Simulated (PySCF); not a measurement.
# C$_{3}$H$_{10}$N$_{2}$OSi (SMILES CN(C)[SiH2]C(N)=O): what the fields show

```xyz
17

C    -1.6232   -0.0115   -1.4552
N    -0.6400   -0.0826   -0.4009
C    -0.9417   -1.1378    0.5420
Si    0.2248    1.3330    0.0742
C     1.7610    0.7025    1.0336
N     2.3461   -0.4229    0.5632
O     2.2138    1.2963    1.9941
H    -2.6202    0.2266   -1.0682
H    -1.6804   -0.9727   -1.9733
H    -1.3381    0.7577   -2.1667
H    -1.9139   -0.9859    1.0242
H    -0.9708   -2.1003    0.0221
H    -0.1775   -1.1758    1.3145
H    -0.4649    2.3162    0.9172
H     0.6549    1.9417   -1.1889
H     3.1836   -0.7768    1.0011
H     1.9794   -0.8958   -0.2429
```

Geometry: GFN2-xTB.

These are results of PySCF, CAM-B3LYP/def2-SVPD, SCF density, gas phase, not measurements.

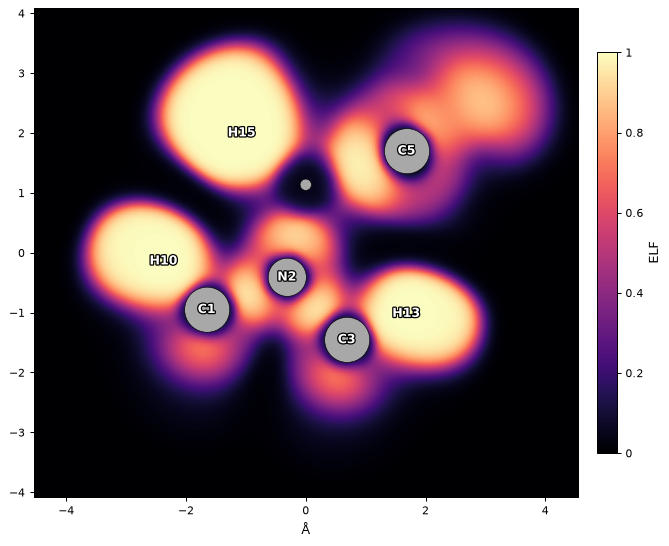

Figure 1. Electron localisation function on the plane of atoms C1, N2 and C3. Grey discs cover the atomic cores.

What do the fields say about this system?

Answer.
- The section cuts through C, N and H sites.
- C–N (1.44 Å): the ELF peaks at about 0.95 between the atoms, as expected for a shared electron pair.
- C–H (1.09 Å): the ELF climbs to about 1 towards the hydrogen, as it does in any bond to H (a covalent bond by its length).
- The ELF also peaks beside O7, away from the bonds: lone-pair regions.

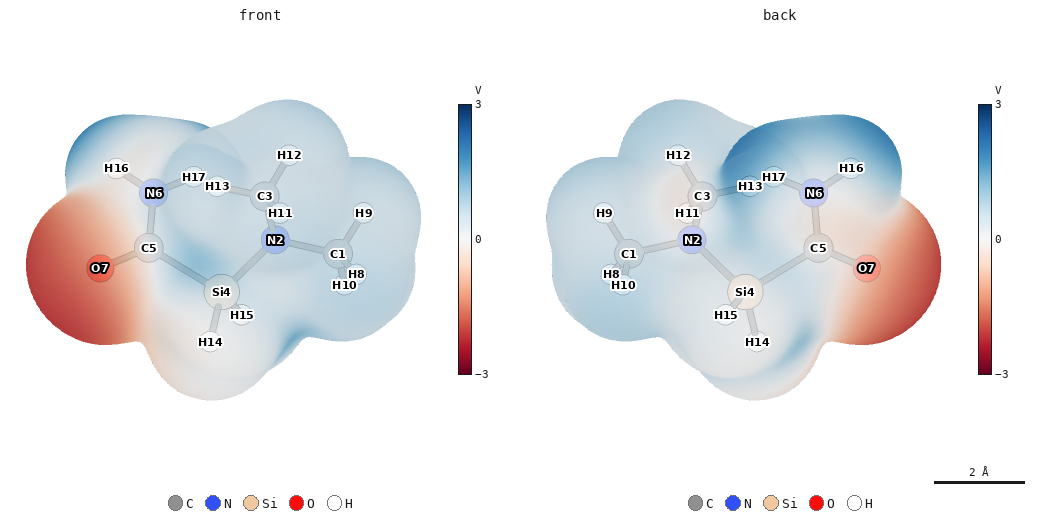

Figure 2. The molecular electrostatic potential painted on the density surface at 0.002 e/bohr³, seen from the front and from behind; red is negative and blue positive.

Describe the electrostatic potential map.

Answer. The most negative region (about −2.1 V, or −48 kcal/mol for a unit charge) lies over O7, the most positive (about +2.0 V, or +46 kcal/mol for a unit charge) over H16 and H17. O7 is the likeliest acceptor of a hydrogen bond.

How polar is the molecule by this calculation?

Answer. Its dipole moment is 4.34 D.
